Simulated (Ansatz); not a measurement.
```yaml
atoms:
  - { symbol: Si, position_ang: [-1.9488, 0.6657, 0.6071] }
  - { symbol: Si, position_ang: [1.9090, -1.4393, 0.1193] }
  - { symbol: F, position_ang: [-3.4521, 1.1077, 0.4952] }
  - { symbol: F, position_ang: [-1.8388, -0.8363, 0.1839] }
  - { symbol: Cl, position_ang: [-1.3517, 0.9284, 2.5056] }
  - { symbol: H, position_ang: [0.1348, 0.8477, -1.5800] }
  - { symbol: O, position_ang: [-1.0368, 1.4978, -0.4505] }
  - { symbol: H, position_ang: [1.2531, -0.2517, 0.7268] }
  - { symbol: F, position_ang: [0.8264, 0.5587, -2.1371] }
  - { symbol: H, position_ang: [2.3294, -2.3429, 1.2235] }
  - { symbol: H, position_ang: [0.9485, -2.1536, -0.7540] }
  - { symbol: H, position_ang: [3.1049, -1.0141, -0.6455] }
  - { symbol: H, position_ang: [-0.8779, 2.4318, -0.2944] }
```

The product side of a reaction path; geometry: PBE0-D4/def2-TZVP; a saddle point, not a minimum.

Method: Ansatz 0.2.0, RKS PBE0-D4/def2-TZVPP.

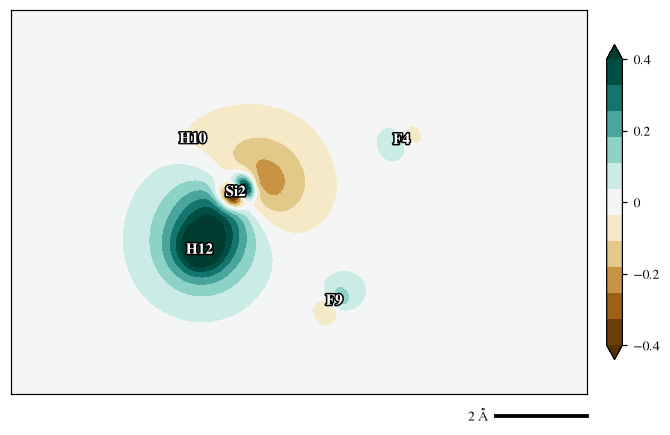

ClF2HOSi···SiH4···HF. The HOMO−1 on the plane of atoms H10, Si2 and H12 (values in Å⁻³ᐟ²; the overall sign is arbitrary).

Question: Where does this orbital lie, and at what energy?

Answer: It lies mainly on Si2 (about 45 %), H11 (about 25 %) and H12 (about 25 %). Its energy is −9.59 eV.
